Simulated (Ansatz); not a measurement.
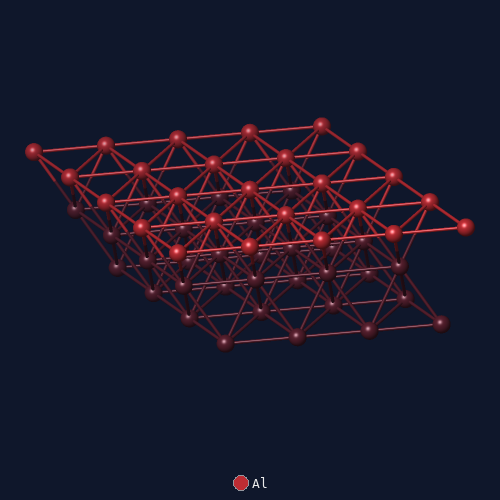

The system is Li on an Al(111) slab cut from the Fm-3m phase, its upper half relaxed before the scan (12 atoms of substrate and one adsorbate in a 2 × 2 cell); the picture shows it without the atoms that are moved over the map. Li is moved over the surface cell; relaxed at each place: the height of the adsorbate's atoms; substrate rigid; the origin of the map has the adsorbate above Al9. Places are given modulo a cell vector. The map is drawn in real space over the plane of the surface. The scan uses a 6 × 6 grid; 10 points were computed and 26 follow by symmetry. Places are given in fractions of the 1 × 1 surface cell. All energies are given in meV relative to the lowest grid point. Level of theory: DFT LDA, scalar-relativistic, plane waves, PAW in Ansatz 0.2.0. Settings: cutoff 420 eV, k-mesh 6×6×1, gaussian smearing 0.1 eV, no spin polarisation.

Range: position of Li13 along the first surface vector from 0.000 to 0.833; position of Li13 along the second surface vector from 0.000 to 0.833.

Question: What landscape does the calculation give?

Answer: The lowest grid point is at a threefold hollow over a second-layer Al atom, (2/6, 4/6) of the cell vectors. A higher local minimum lies near a threefold hollow over a third-layer Al atom, (4/6, 2/6) of the cell vectors (30 meV above the lowest at that grid point). The highest grid point, the top site over a surface Al atom, (0/6, 0/6) of the cell vectors, lies 339 meV above the lowest. On the interpolated surface the easiest way out of the lowest well to the well at a threefold hollow over a third-layer Al atom, (4/6, 2/6) of the cell vectors passes a barrier of about 69 meV. At the lowest point the adsorbate has 3 Al at 2.66 Å as nearest neighbours, at the highest 1 Al at 2.47 Å. Its relaxed height above the top atom is 2.10 Å at the lowest and 2.47 Å at the highest point.

```
second ↓, first →  0/6  1/6  2/6  3/6  4/6  5/6
              5/6  291  196   62   62  196  291
              4/6  161   62    0   62  161  202
              3/6   68   62   62   68   79   79
              2/6  161  196  161   79   30   79
              1/6  291  291  202   79   79  202
              0/6  339  291  161   68  161  291
```

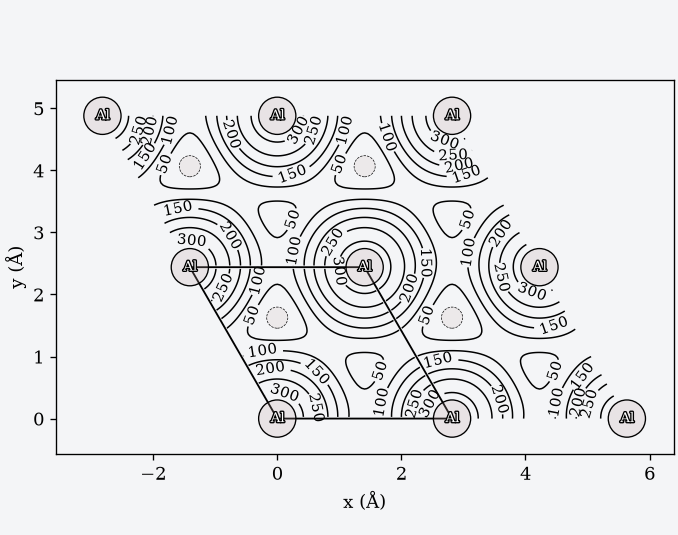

The picture shows contour lines labelled in meV, labelled circles for the atoms of the top layer and small ones for the second layer, the outline of one cell of the 2 × 2 shown. Between grid points the surface is interpolated.

Time for the 10 points that were run: 4.6 min on 4 threads of Arm Neoverse N1, with other jobs on the host.
